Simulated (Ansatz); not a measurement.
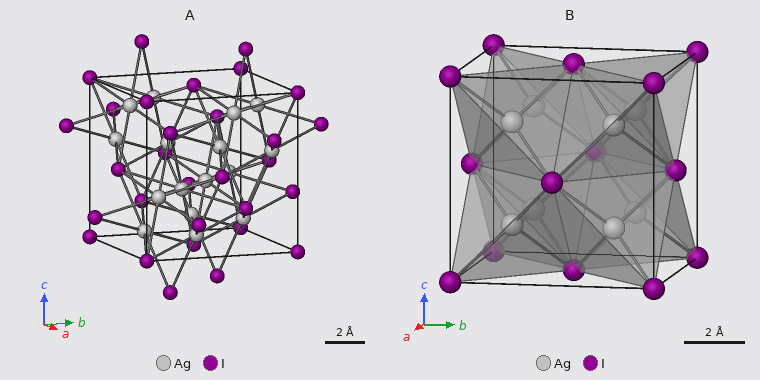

Two structures of Ag$_{2}$I, each relaxed to rest (conventional cells in solid outline, small ones repeated, not to one scale). Method: DFT PBE, scalar-relativistic, plane waves, PAW in Ansatz, without spin polarisation.

Describe A and B.

Answer. A: cubic Laves phase (C15, MgCu₂ type), Fd-3m. B: antifluorite, Fm-3m.

Which of the two does the method prefer?

Answer. A is lower, by 112 meV/atom at this level of theory (energies at zero smearing). Volumes: A 23.9, B 29.2 Å³/atom.

One or both may be structure types tried for this composition rather than known phases.
